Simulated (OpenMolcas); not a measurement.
**Cr²⁺: CASSCF and CASPT2 terms and fine-structure levels**

Wanted: the level scheme of Cr²⁺ from active-space wave functions, then second-order correlation.

The numbers are computed with OpenMolcas 26.06 (state-averaged CASSCF and CASPT2, spin-orbit coupling by RASSI with atomic mean-field integrals), except any that are marked as measured or tabulated.

## (1) Starting point

* Species: Cr²⁺ (chromium, Z = 24, 22 electrons)
* Basis: ANO-R2 [6s4p4d2f], 52 functions
* Scalar Hamiltonian: X2C, finite nucleus
* Inactive shells: 1s 2s 2p 3s 3p
* Active space: 4 electrons in 6 orbitals (3d 4s)
* Some configurations of this space: 3d² 4s², 3d³ 4s, 3d⁴
* Orbitals: optimised for the ground-state spin in each parity, averaged over the low roots

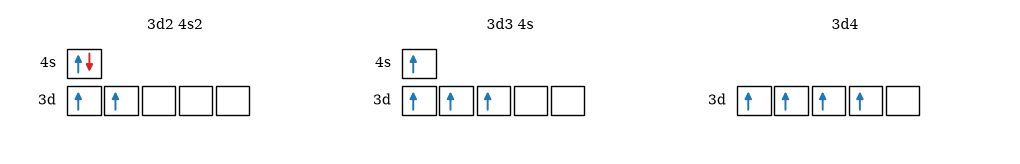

Occupation of the outer shells (arrows by Hund's rule).

Each step is its own input file, run in one work folder so that later steps find the files of earlier ones. Labels, J, g values, rates, χT and fits are worked out afterwards by a script from the matrices that RASSI stores.

## (2) GATEWAY and SEWARD: basis and integrals

Contents of a.inp:

```
&GATEWAY
Coord
1

Cr 0.0 0.0 0.0
Basis=ANO-R2
Group=XYZ
NoMove
AngMom=0.0 0.0 0.0
AMFI
&SEWARD
```

The log of the run:

```text
Basis set label: CR.ANO-R...6S4P4D2F.

      Electronic valence basis set:
      ------------------
      Associated Effective Charge  24.000000 au
      Associated Actual Charge     24.000000 au
      Nuclear Model: Finite nucleus - Gaussian distribution
        Gaussian exponent, Xi/bohr**(-2):  3.08426E+08

      Shell  nPrim  nBasis  Cartesian Spherical Contaminant
         s      20       6        X
         p      12       4        X
         d       9       4                 X
         f       5       2                 X
                  Relativistic X2C integrals
                  Atomic mean-field integrals
```

## (3) CASSCF: quintets of even parity, 15 roots

Contents of a.inp:

```
&RASSCF
FileOrb=start.orb
Symmetry=1
Spin=5
nActEl=4 0 0
Inactive=3 6
Ras2=6 0
CIRoot=15 15 1
SDav=15
CIMx=300
Iter=120 100
PrWF=0.3
OrbListing=Nothing
MaxOrb=0
Atom
>>> COPY $Project.JobIph JOB001
```

start.orb holds the contracted functions of the basis, ordered by shell, or the orbitals of the step before.

The log of the run (excerpt; [...] marks lines left out):

```text
[...]
      Number of active orbitals                  6
[...]
      Spin quantum number                      2.0
[...]
      Active orbitals                            6   0
[...]
      Number of CSFs                            15
      Number of root(s) required                15
[...]
      Convergence after  4 iterations
[...]
      Natural orbitals and occupation numbers for root  1
      sym 1:   1.000000   1.000000   1.000000   1.000000   0.000000   0.000000
      Natural orbitals and occupation numbers for root  2
      sym 1:   1.000000   0.000000   1.000000   1.000000   1.000000   0.000000
      Natural orbitals and occupation numbers for root  3
      sym 1:   1.000000   1.000000   1.000000  -0.000000   1.000000   0.000000
::    RASSCF root number  1 Total energy:  -1048.87260529
::    RASSCF root number  2 Total energy:  -1048.87260529
::    RASSCF root number  3 Total energy:  -1048.87260529
[...]
::    RASSCF root number 12 Total energy:  -1048.67161312
::    RASSCF root number 13 Total energy:  -1048.59615787
::    RASSCF root number 14 Total energy:  -1048.59615787
::    RASSCF root number 15 Total energy:  -1048.59615787
```

## (4) Reference wave functions, triplets of even parity, 105 roots

Contents of a.inp:

```
&RASSCF
FileOrb=start.orb
Symmetry=1
Spin=3
nActEl=4 0 0
Inactive=3 6
Ras2=6 0
CIRoot=105 105 1
SDav=105
CIMx=300
Iter=120 100
PrWF=0.3
OrbListing=Nothing
MaxOrb=0
Atom
CIOnly
>>> COPY $Project.JobIph JOB002
```

The log of the run (excerpt; [...] marks lines left out):

```text
[...]
      Number of active orbitals                  6
[...]
      Spin quantum number                      1.0
[...]
      Active orbitals                            6   0
[...]
      Number of CSFs                           105
      Number of root(s) required               105
[...]
      Natural orbitals and occupation numbers for root  1
      sym 1:   0.728197   1.174989   0.480188   0.784297   0.832307   0.000022
      Natural orbitals and occupation numbers for root  2
      sym 1:   0.699405   1.091786   0.955629   0.793807   0.459345   0.000027
      Natural orbitals and occupation numbers for root  3
      sym 1:   0.500795   1.082608   0.977723   0.871447   0.567410   0.000017
::    RASSCF root number  1 Total energy:  -1048.77768720
::    RASSCF root number  2 Total energy:  -1048.77768720
::    RASSCF root number  3 Total energy:  -1048.77768720
[...]
::    RASSCF root number 27 Total energy:  -1048.75254817
::    RASSCF root number 28 Total energy:  -1048.75254817
::    RASSCF root number 29 Total energy:  -1048.75254817
::    RASSCF root number 30 Total energy:  -1048.75254817
```

CIOnly: the orbitals of an earlier block are kept, and only the CI is solved.

## (5) CASSCF: singlets of even parity, 105 roots

Edit a.inp of step 4 so:

```diff
@@ -3,3 +3,3 @@
 Symmetry=1
-Spin=3
+Spin=1
 nActEl=4 0 0
@@ -16,2 +16,2 @@
 CIOnly
->>> COPY $Project.JobIph JOB002
+>>> COPY $Project.JobIph JOB003
```

The log of the run (excerpt; [...] marks lines left out):

```text
[...]
      Number of active orbitals                  6
[...]
      Spin quantum number                      0.0
[...]
      Active orbitals                            6   0
[...]
      Number of CSFs                           105
      Number of root(s) required               105
[...]
      Natural orbitals and occupation numbers for root  1
      sym 1:   1.006255   0.889340   0.336506   0.644416   1.123484   0.000000
      Natural orbitals and occupation numbers for root  2
      sym 1:   1.008321   1.139120   0.844931   0.631290   0.376339   0.000000
      Natural orbitals and occupation numbers for root  3
      sym 1:   0.352645   1.161036   1.024023   0.908003   0.554293   0.000000
::    RASSCF root number  1 Total energy:  -1048.73021824
::    RASSCF root number  2 Total energy:  -1048.73021824
::    RASSCF root number  3 Total energy:  -1048.73021824
[...]
::    RASSCF root number 27 Total energy:  -1048.68504268
::    RASSCF root number 28 Total energy:  -1048.68504268
::    RASSCF root number 29 Total energy:  -1048.65484782
::    RASSCF root number 30 Total energy:  -1048.65484782
```

CIOnly: the orbitals of an earlier block are kept, and only the CI is solved.

## (6) RASSI: spin-orbit coupling between the states

Contents of a.inp:

```
&RASSI
NrOfJobIphs=3 15 90 84
1 2 3 4 5 6 7 8 9 10 11 12 13 14 15
1 2 3 4 5 6 7 8 9 10 11 12 13 14 15 16 17 18 19 20 21 22 23 24 25 26 27
28 29 30 31 32 33 34 35 36 37 38 39 40 41 42 43 44 45 46 47 48 49 50 51
52 53 54 55 56 57 58 59 60 61 62 63 64 65 66 67 68 69 70 71 72 73 74 75
76 77 78 79 80 81 82 83 84 85 86 87 88 89 90
1 2 3 4 5 6 7 8 9 10 11 12 13 14 15 16 17 18 19 20 21 22 23 24 25 26 27
28 29 30 31 32 33 34 35 36 37 38 39 40 41 42 43 44 45 46 47 48 49 50 51
52 53 54 55 56 57 58 59 60 61 62 63 64 65 66 67 68 69 70 71 72 73 74 75
76 77 78 79 80 81 82 83 84
IphNames
JOB001
JOB002
JOB003
EJob
SpinOrbit
DIPRint=1.0
SOCoupling=1000.0
Subsets=2
Property=9
'ANGMOM' 1 'ANGMOM' 2 'ANGMOM' 3 'MLTPL  1' 1 'MLTPL  1' 2 'MLTPL  1' 3
'AMFI' 1 'AMFI' 2 'AMFI' 3
SOProperty=3
'ANGMOM' 1 'ANGMOM' 2 'ANGMOM' 3
```

The log of the run (excerpt; [...] marks lines left out):

```text
SPIN-FREE ENERGIES:
  (Shifted by EMIN (a.u.) =      -1048.8726052903)
 SF State       Relative EMIN(au)   Rel lowest level(eV)    D:o, cm**(-1)      L_eff
     1             0.0000000000        0.0000000000              0.0000         2.0
     2             0.0000000000        0.0000000000              0.0000         2.0
     3             0.0000000000        0.0000000000              0.0000         2.0
     4             0.0000000000        0.0000000000              0.0000         2.0
     5             0.0000000000        0.0000000000              0.0000         2.0
    16             0.0949180932        2.5828528950          20832.1135         5.0
    17             0.0949180932        2.5828528950          20832.1135         5.0
    18             0.0949180932        2.5828528950          20832.1135         5.0
    19             0.0949180932        2.5828528950          20832.1135         5.0
    20             0.0949180932        2.5828528950          20832.1135         5.0
[...]
Eigenvalues of complex Hamiltonian:
   -----------------------------------
  (Shifted by EMIN (a.u.) =      -1048.8726052903)
 SO State       Relative EMIN(au)   Rel lowest level(eV)    D:o, cm**(-1)     J-value
     1            -0.0019020479        0.0000000000              0.0000         0.0
     2            -0.0015813536        0.0087265368             70.3843         0.7
     3            -0.0015813536        0.0087265368             70.3843         0.8
     4            -0.0015813536        0.0087265368             70.3843         0.8
     5            -0.0009505795        0.0258907751            208.8232         1.3
     6            -0.0009505795        0.0258907751            208.8232         1.8
     7            -0.0009505795        0.0258907751            208.8232         1.8
     8            -0.0009505795        0.0258907751            208.8232         1.7
     9            -0.0009505795        0.0258907751            208.8232         1.1
    10            -0.0000283078        0.0509870651            411.2384         1.8
    11            -0.0000283078        0.0509870651            411.2384         2.8
[...]
```

These steps: 61 s of run time, 1 thread, shared host.

Spin-free terms, from the roots grouped by L:

| configuration | term | E (cm⁻¹) |
| --- | --- | --- |
| 3d⁴ | ⁵D | 0.0 |
| 3d⁴ | ³H | 20832 |
| 3d⁴ | ³P(1) | 23193 |
| 3d⁴ | ³F(1) | 23920 |
| 3d⁴ | ³G | 26349 |
| 3d⁴ | ¹I | 31250 |
| 3d⁴ | ¹G(1) | 32918 |
| 3d⁴ | ³D | 34075 |
| 3d⁴ | ¹S | 38402 |
| 3d⁴ | ¹D(1) | 41165 |
| 3d³ 4s | ⁵F | 44113 |
| 3d⁴ | ¹F | 47792 |
| 3d³ 4s | ³F(1) | 53042 |
| 3d⁴ | ³F(2) | 56426 |
| 3d⁴ | ³P(2) | 57115 |
| 3d³ 4s | ⁵P | 60673 |
| 3d³ 4s | ³G | 63081 |
| 3d⁴ | ¹G(2) | 63756 |
| 3d³ 4s | ¹G | 67646 |
| 3d³ 4s | ³H | 68598 |
| 3d³ 4s | ³P(1) | 68602 |
| 3d³ 4s | ³P(2) | 69655 |
| 3d³ 4s | ³D | 70547 |
| 3d³ 4s | ¹P | 73066 |
| 3d³ 4s | ¹H | 73066 |
| 3d³ 4s | ¹D | 75017 |
| 3d³ 4s | ³F(2) | 85159 |

Fine-structure levels, from the RASSI matrices grouped by J:

```csv
Configuration,Term,J,E (cm⁻¹),Leading %
3d⁴,⁵D,0,0.0,100
3d⁴,⁵D,1,70.4,100
3d⁴,⁵D,2,209,100
3d⁴,⁵D,3,411,100
3d⁴,⁵D,4,673,100
3d⁴,³H,4,21058,100
3d⁴,³H,5,21205,100
3d⁴,³H,6,21372,100
3d⁴,³P(1),0,22801,100
3d⁴,³P(1),1,23223,100
3d⁴,³P(1),2,23999,100
3d⁴,³F(1),2,24213,100
3d⁴,³F(1),3,24271,98
3d⁴,³F(1),4,24358,98
3d⁴,³G,3,26603,98
3d⁴,³G,4,26782,98
3d⁴,³G,5,26945,100
3d⁴,¹I,6,31678,100
3d⁴,¹G(1),4,33379,100
3d⁴,³D,3,34442,100
3d⁴,³D,2,34502,100
3d⁴,³D,1,34563,100
3d⁴,¹S,0,38849,100
3d⁴,¹D(1),2,41606,100
3d³ 4s,⁵F,1,43986,100
3d³ 4s,⁵F,2,44121,100
3d³ 4s,⁵F,3,44323,100
3d³ 4s,⁵F,4,44590,100
3d³ 4s,⁵F,5,44920,100
3d⁴,¹F,3,48201,100
3d³ 4s,³F(1),2,53007,100
3d³ 4s,³F(1),3,53345,100
3d³ 4s,³F(1),4,53781,100
3d⁴,³F(2),4,56826,100
3d⁴,³F(2),2,56871,100
3d⁴,³F(2),3,56872,100
3d⁴,³P(2),2,57279,100
3d⁴,³P(2),1,57796,100
3d⁴,³P(2),0,58062,100
3d³ 4s,⁵P,1,60873,100
```

The table of levels holds 40 of 67 computed; the rest, higher up, is left out.

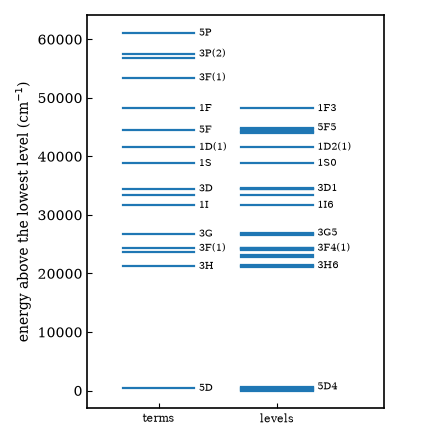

Terms (left) and the levels that spin-orbit coupling splits them into (right).

The strongest lines between these levels (CASSCF energies, vacuum wavelengths; moments from the reference wave functions; branching within the model space):

| upper | lower | type | λ (nm) | A (s-1) | branching % |
| --- | --- | --- | --- | --- | --- |
| 3d⁴ ³P₁(2) | 3d⁴ ⁵D₂ | M1 | 173.6 | 1.65e-01 | 53.5 |
| 3d⁴ ³P₂(2) | 3d⁴ ⁵D₃ | M1 | 175.8 | 1.20e-01 | 48.8 |
| 3d⁴ ¹G₄(2) | 3d⁴ ³G₅ | M1 | 268.5 | 6.74e-02 | 20.1 |
| 3d⁴ ³D₃ | 3d⁴ ⁵D₄ | M1 | 296.1 | 9.80e-02 | 58.7 |
| 3d⁴ ³F₃(2) | 3d⁴ ³G₃ | M1 | 330.4 | 4.90e-02 | 22.6 |
| 3d⁴ ³F₂(2) | 3d⁴ ³G₃ | M1 | 330.4 | 6.52e-02 | 23.6 |
| 3d⁴ ³F₃(1) | 3d⁴ ⁵D₃ | M1 | 419.1 | 1.15e-01 | 65.5 |
| 3d⁴ ³F₄(1) | 3d⁴ ⁵D₄ | M1 | 422.2 | 2.02e-01 | 82.5 |
| 3d⁴ ³P₂(1) | 3d⁴ ⁵D₃ | M1 | 424 | 1.89e-01 | 91.4 |
| 3d⁴ ³P₁(1) | 3d⁴ ⁵D₂ | M1 | 434.5 | 2.73e-01 | 88.2 |
| 3d⁴ ³P₀(1) | 3d⁴ ⁵D₁ | M1 | 439.9 | 3.52e-01 | 100.0 |
| 3d⁴ ¹F₃ | 3d⁴ ³G₄ | M1 | 466.9 | 4.82e-02 | 35.1 |
| 3d³ 4s ³G₄ | 3d³ 4s ⁵F₄ | M1 | 530.5 | 6.09e-02 | 57.0 |
| 3d³ 4s ³G₅ | 3d³ 4s ⁵F₅ | M1 | 534.2 | 1.08e-01 | 74.3 |
| 3d⁴ ¹D₂(1) | 3d⁴ ³F₃(1) | M1 | 576.9 | 1.13e-01 | 40.4 |
| 3d⁴ ¹S₀ | 3d⁴ ³P₁(1) | M1 | 640 | 4.62e-01 | 100.0 |
| 3d³ 4s ¹G₄ | 3d³ 4s ³F₄(1) | M1 | 705.3 | 4.98e-02 | 52.1 |
| 3d⁴ ¹G₄(1) | 3d⁴ ³H₄ | M1 | 811.6 | 5.33e-02 | 21.7 |
| 3d⁴ ¹G₄(1) | 3d⁴ ³H₅ | M1 | 821.4 | 7.44e-02 | 30.3 |
| 3d⁴ ¹I₆ | 3d⁴ ³H₅ | M1 | 954.8 | 2.60e-02 | 42.8 |
| 3d⁴ ¹I₆ | 3d⁴ ³H₆ | M1 | 970.3 | 3.47e-02 | 57.2 |
| 3d⁴ ¹G₄(1) | 3d⁴ ³F₄(1) | M1 | 1109 | 6.85e-02 | 27.9 |

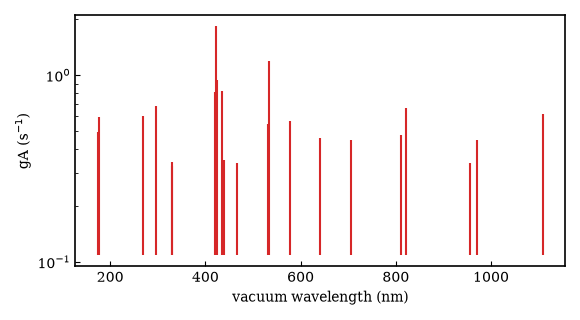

The lines as sticks of height gA, A times the degeneracy of the upper level: electric dipole blue, forbidden lines red.

No electric-quadrupole rates were computed, so the branching of forbidden lines counts M1 decays alone.

## (7) CASPT2: IPEA 0.25, imaginary shift 0.1 (closed shells correlated: 3s 3p)

Contents of a.inp:

```
>>> COPY JOB001 $Project.JobIph
&CASPT2
Multistate=15 1 2 3 4 5 6 7 8 9 10 11 12 13 14 15
Frozen=2 3
IPEA=0.25
Imaginary=0.1
MaxIter=60
WThr=0.0 0.3 0.05
PrWF=0.5
NoMix
>>> COPY JOB002 $Project.JobIph
&CASPT2
Multistate=90 1 2 3 4 5 6 7 8 9 10 11 12 13 14 15 16 17 18 19 20 21 22
23 24 25 26 27 28 29 30 31 32 33 34 35 36 37 38 39 40 41 42 43 44 45 46
47 48 49 50 51 52 53 54 55 56 57 58 59 60 61 62 63 64 65 66 67 68 69 70
71 72 73 74 75 76 77 78 79 80 81 82 83 84 85 86 87 88 89 90
NoMult
Frozen=2 3
IPEA=0.25
Imaginary=0.1
MaxIter=60
WThr=0.0 0.3 0.05
PrWF=0.5
NoMix
>>> COPY JOB003 $Project.JobIph
&CASPT2
Multistate=84 1 2 3 4 5 6 7 8 9 10 11 12 13 14 15 16 17 18 19 20 21 22
23 24 25 26 27 28 29 30 31 32 33 34 35 36 37 38 39 40 41 42 43 44 45 46
47 48 49 50 51 52 53 54 55 56 57 58 59 60 61 62 63 64 65 66 67 68 69 70
71 72 73 74 75 76 77 78 79 80 81 82 83 84
NoMult
Frozen=2 3
IPEA=0.25
Imaginary=0.1
MaxIter=60
WThr=0.0 0.3 0.05
PrWF=0.5
NoMix
```

The log of the run (excerpt; [...] marks lines left out):

```text
[...]
      Active orbitals                            6   0
[...]
      E2 (Variational):          -0.3298501462
      Total energy:           -1049.2024554366
[...]
::    CASPT2 Root  1     Total energy:  -1049.20245544
::    CASPT2 Root  2     Total energy:  -1049.20245610
[...]
::    CASPT2 Root 27     Total energy:  -1049.05155014
::    CASPT2 Root 28     Total energy:  -1049.05102491
::    CASPT2 Root 29     Total energy:  -1049.02830108
::    CASPT2 Root 30     Total energy:  -1049.02885675
```

This run: 33 s of run time, 1 thread, shared host.

SS-CASPT2: lowest energy less the reference's lowest, -0.3298 hartree; reference weights 0.881 to 0.950. These are the single-state energies of the run (the lines without MS-).

The roots that group into whole terms:

| configuration | term | E (cm⁻¹) | spread (cm-1) |
| --- | --- | --- | --- |
| 3d⁴ | ⁵D | 0.0 | 6 |
| 3d⁴ | ³P(1) | 17640 | 1 |
| 3d⁴ | ³H | 18220 | 117 |
| 3d⁴ | ³F(1) | 19080 | 67 |
| 3d⁴ | ³G | 21510 | 150 |
| 3d⁴ | ¹G(1) | 25840 | 380 |
| 3d⁴ | ³D | 26240 | 88 |
| 3d⁴ | ¹I | 27250 | 400 |
| 3d⁴ | ¹S | 27440 | 0 |
| 3d⁴ | ¹D(1) | 33210 | 152 |
| 3d⁴ | ¹F | 38140 | 135 |
| 3d⁴ | ³F(2) | 44630 | 585 |
| 3d⁴ | ³P(2) | 44860 | 1 |
| 3d³ 4s | ⁵F | 48820 | 745 |
| 3d⁴ | ¹G(2) | 51500 | 342 |
| 3d³ 4s | ³F(1) | 55200 | 895 |
| 3d³ 4s | ⁵P | 62710 | 0 |
| 3d³ 4s | ³G | 65320 | 65 |
| 3d⁴ | ¹D(2) | 67550 | 559 |
| 3d³ 4s | ¹G | 68400 | 53 |
| 3d³ 4s | ³P(2) | 69180 | 1 |
| 3d³ 4s | ³P(1) | 69740 | 1 |
| 3d³ 4s | ³D | 70660 | 31 |
| 3d³ 4s | ³H | 71760 | 390 |
| 3d³ 4s | ¹D | 74020 | 20 |
| 3d³ 4s | ¹P | 74430 | 329 |
| 3d³ 4s | ¹H | 74700 | 675 |
| 3d³ 4s | ³F(2) | 85000 | 97 |

Fine-structure levels, from the RASSI matrix with the averaged CASPT2 term energies on its diagonal:

```csv
Configuration,Term,J,E (cm⁻¹),g,Leading %
3d⁴,⁵D,0,0.0,,100
3d⁴,⁵D,1,71.7,1.501,100
3d⁴,⁵D,2,212,1.501,100
3d⁴,⁵D,3,415,1.501,100
3d⁴,⁵D,4,675,1.501,100
3d⁴,³P(1),0,17240,,99
3d⁴,³P(1),1,17680,1.501,100
3d⁴,³H,4,18430,0.803,99
3d⁴,³P(1),2,18450,1.501,100
3d⁴,³H,5,18590,1.035,99
3d⁴,³H,6,18770,1.167,100
3d⁴,³F(1),2,19370,0.666,100
3d⁴,³F(1),3,19440,1.078,98
3d⁴,³F(1),4,19520,1.244,97
3d⁴,³G,3,21770,0.755,98
3d⁴,³G,4,21950,1.052,97
3d⁴,³G,5,22120,1.199,99
3d⁴,¹G(1),4,26320,1.001,99
3d⁴,³D,3,26610,1.334,100
3d⁴,³D,2,26670,1.167,100
3d⁴,³D,1,26730,0.500,100
3d⁴,¹I,6,27680,1.000,100
3d⁴,¹S,0,27910,,99
3d⁴,¹D(1),2,33660,1.000,100
```

## (8) Levels by method

A. CASSCF
B. SS-CASPT2, IPEA 0.25, imaginary shift 0.1 (closed shells correlated: 3s 3p)

Energies in cm⁻¹ above each method's lowest level; measured values from Sugar and Corliss, J. Phys. Chem. Ref. Data 6, 317 (1977).

| level | A | B | measured |
| --- | --- | --- | --- |
| 3d⁴ ⁵D₀ | 0.0 | 0.0 | 0.0 |
| 3d⁴ ⁵D₁ | 70.4 | 71.7 | 62.2 |
| 3d⁴ ⁵D₂ | 209 | 212 | 183 |
| 3d⁴ ⁵D₃ | 411 | 415 | 357 |
| 3d⁴ ⁵D₄ | 673 | 675 | 576 |
| 3d⁴ ³H₄ | 21058 | 18430 | 17274 |
| 3d⁴ ³H₅ | 21205 | 18590 | 17397 |
| 3d⁴ ³H₆ | 21372 | 18770 | 17531 |
| 3d⁴ ³P₀(1) | 22801 | 17240 | 16771 |
| 3d⁴ ³P₁(1) | 23223 | 17680 | 17169 |
| 3d⁴ ³P₂(1) | 23999 | 18450 | 17851 |
| 3d⁴ ³F₂(1) | 24213 | 19370 | 18452 |
| 3d⁴ ³F₃(1) | 24271 | 19440 | 18511 |
| 3d⁴ ³F₄(1) | 24358 | 19520 | 18583 |
| 3d⁴ ³G₃ | 26603 | 21770 | 20704 |
| 3d⁴ ³G₄ | 26782 | 21950 | 20853 |
| 3d⁴ ³G₅ | 26945 | 22120 | 20996 |
| 3d⁴ ¹I₆ | 31678 | 27680 | 26015 |
| 3d⁴ ¹G₄(1) | 33379 | 26320 | 25139 |
| 3d⁴ ³D₃ | 34442 | 26610 | 25726 |
| 3d⁴ ³D₂ | 34502 | 26670 | 25781 |
| 3d⁴ ³D₁ | 34563 | 26730 | 25848 |
| 3d⁴ ¹S₀ | 38849 | 27910 | 27372 |
| 3d⁴ ¹D₂(1) | 41606 | 33660 | 32152 |
| 3d³ 4s ⁵F₁ | 43986 | 48690 | 49492 |
| 3d³ 4s ⁵F₂ | 44121 | 48830 | 49628 |
| 3d³ 4s ⁵F₃ | 44323 | 49030 | 49829 |
| 3d³ 4s ⁵F₄ | 44590 | 49300 | 50091 |
| 3d³ 4s ⁵F₅ | 44920 | 49630 | 50410 |
| 3d⁴ ¹F₃ | 48201 | 38550 | 37005 |

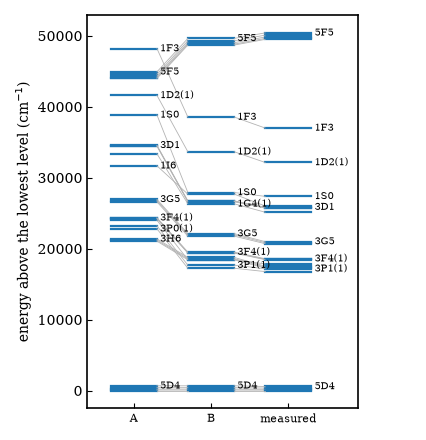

The same levels, method by method, beside the measured ones.

Mean absolute deviation from the 58 measured excited levels that all methods hold: A 4400 cm⁻¹, B 720 cm⁻¹. Up to 6 pairs a method lay far off the configuration's other pairs, were taken for wrong labels and left out, so the means can look smaller than they are.

## (9) Results

```
                                                                                   quantity                                                                        value
                                                                                     method  SS-CASPT2, IPEA 0.25, imaginary shift 0.1 (closed shells correlated: 3s 3p)
                                                                               lowest level                                                  3d⁴ ⁵D₀, 100 % of that term
                                                                ground level listed by NIST                                                                          5D0
                                                                        first excited level                                                         3d⁴ ⁵D₁ at 71.7 cm⁻¹
                                                               lowest level of another term                                                     3d⁴ ³P₀(1) at 17240 cm⁻¹
                                                    spin-orbit lowering of the lowest level                                                                     423 cm⁻¹
strongest of the lines computed, by gA (one parity, so forbidden lines), at CASSCF energies                             3d⁴ ³F₄(1) → 3d⁴ ⁵D₄, 422.2 nm, A = 2.02e-01 s⁻¹
```

Cost and accuracy by method:

| method | time of its own steps | time with the reference | mean absolute difference from the measured levels (cm-1) |
| --- | --- | --- | --- |
| A. CASSCF | 61 s | 61 s | 4400 |
| B. SS-CASPT2, IPEA 0.25, imaginary shift 0.1, +3s 3p | 33 s | 94 s | 720 |

Times are of one thread on a shared host.

The multiplet ⁵D is regular; its intervals divided by the larger J differ by 10 % of their mean, where Landé's rule for pure LS coupling makes them equal. Second-order correlation (method B) scales the levels of the lowest configuration above 5000 cm⁻¹ by 0.72 to 0.88. Method B lies closest to the measured levels (720 cm⁻¹ on average) and A farthest (4400). Only the configurations of the active space and the roots asked for are present. The triplets, singlets rest on orbitals optimised for another spin in at least one step, which raises them against the optimised states. Not all states of the active space went into the spin-orbit step. CASPT2 does not keep the components of a term degenerate, and the means are used. Configurations with different d counts are hard to place against each other, and can be off by thousands to tens of thousands of cm-1. Only valence configurations of the active space appear, up to the ionisation limit; * or ° marks odd parity.
